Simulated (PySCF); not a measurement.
```yaml
atoms:
  - { symbol: C, position_ang: [2.5239, -0.0571, 0.2660] }
  - { symbol: P, position_ang: [1.1723, 0.7050, 0.8624] }
  - { symbol: C, position_ang: [-0.1597, -0.1497, -0.0699] }
  - { symbol: C, position_ang: [-1.3811, 0.6411, -0.4620] }
  - { symbol: C, position_ang: [-1.4816, -0.3829, 0.6138] }
  - { symbol: H, position_ang: [2.4968, -0.8411, -0.4736] }
  - { symbol: H, position_ang: [3.4984, 0.2293, 0.6223] }
  - { symbol: H, position_ang: [0.1781, -0.9124, -0.7636] }
  - { symbol: H, position_ang: [-1.8295, 0.4333, -1.4221] }
  - { symbol: H, position_ang: [-1.4238, 1.6828, -0.1786] }
  - { symbol: H, position_ang: [-2.0000, -1.3068, 0.4053] }
  - { symbol: H, position_ang: [-1.5926, -0.0422, 1.6329] }
```

Geometry: GFN2-xTB.

Level of theory: PySCF, CAM-B3LYP/def2-SVPD, SCF density, gas phase.

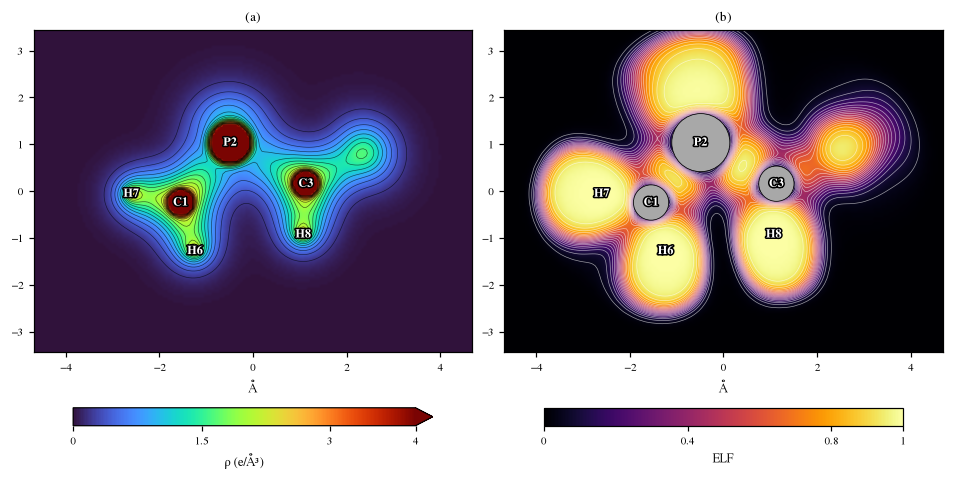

C₄H₇P (SMILES C=PC1CC1). (a) electron density; (b) ELF on the plane of atoms C1, P2 and C3. Grey discs cover the atomic cores in the ELF map.

> Read the bonding off the picture.

Atoms in the plane: C, P and H. C–P (1.66 Å): ρ at the midpoint is about 1.4 e/Å³; the ELF peaks at about 0.90 between the atoms (localised, covalent bonding). C–H (1.08 Å): ρ is about 2 e/Å³ halfway; the ELF climbs to about 1 towards the hydrogen, as it does in any bond to H (an ordinary covalent bond to hydrogen). C–P (1.84 Å): the density is about 1.2 e/Å³ at the midpoint; the ELF peaks at about 0.95 between the atoms: a shared electron pair. The ELF also peaks beside P2, away from the bonds: lone-pair regions.
